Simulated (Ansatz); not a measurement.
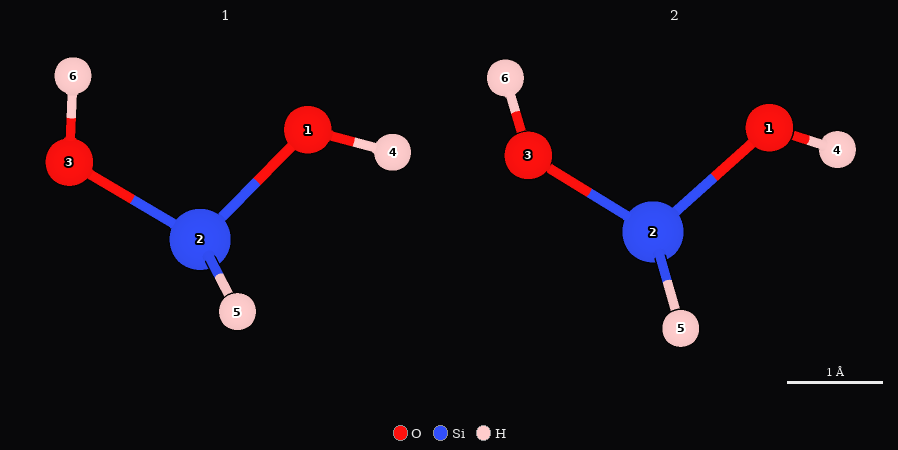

Two geometries of SiH3O2 (multiplicity 2), drawn at one scale. One is the start of a relaxation, the other its converged end. A ball-and-stick model, seen at a tilt.

Theory: UKS PBE0-D4/def2-TZVP in Ansatz 0.2.0. Set-up: force threshold 0.005 eV/Å; at most 200 steps.

Which of the two is the end point?

Structure 2 is the relaxed one. H6 moves most after the best rigid fit: 0.42 Å. Largest moves by element: H 0.42 Å, O 0.39 Å, Si 0.10 Å. Near-neighbour distances that change, for instance: Si2–H5 1.459 → 1.496 Å, Si2–O3 1.618 → 1.641 Å, O1–H4 0.950 → 0.959 Å, O1–Si2 1.646 → 1.652 Å. Bond angles that change, for instance: O3–Si2–H5 111.5° → 104.2°, Si2–O1–H4 121.0° → 117.1°, O1–Si2–H5 109.3° → 112.0°. Groups turn about Si2–O3 by about 75°, O1–Si2 by about 20°. Over 14 accepted moves (18 points after the start) the energy falls by 7.71 kJ/mol. The largest force component goes from 0.78 to 0.0038 eV/Å. The line search rejected the trial steps at points 4, 6, 10, 15 of the run.
